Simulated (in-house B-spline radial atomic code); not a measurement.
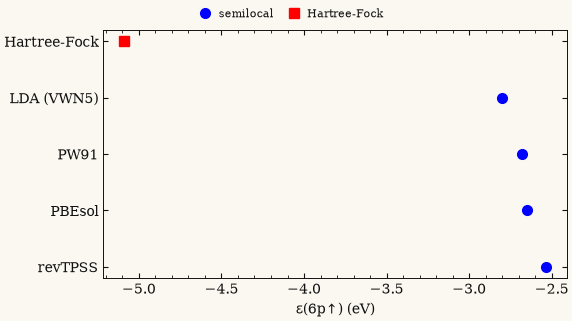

System: atomic thallium (Tl), configuration [Xe] 4f14 5d10 6s2 6p1 (high spin). All runs are scalar-relativistic, spin-polarised and spherical, computed with an in-house B-spline radial code (spin-free X2C). Hartree-Fock is the average over the configuration. The plot shows the eigenvalue (eV) of the 6p up orbital by 5 methods.

### How much do the methods differ, and in which order?

The deepest is Hartree-Fock (−5.09) and the shallowest revTPSS (−2.53), a spread of 2.56 eV. In order (eV): Hartree-Fock (−5.09), LDA (VWN5) (−2.80), PW91 (−2.68), PBEsol (−2.65), revTPSS (−2.53). On the whole, exact exchange removes self-interaction and deepens occupied levels. The measured ionisation energy (NIST) is 6.11 eV, and minus the eigenvalue comes closest to it for Hartree-Fock.
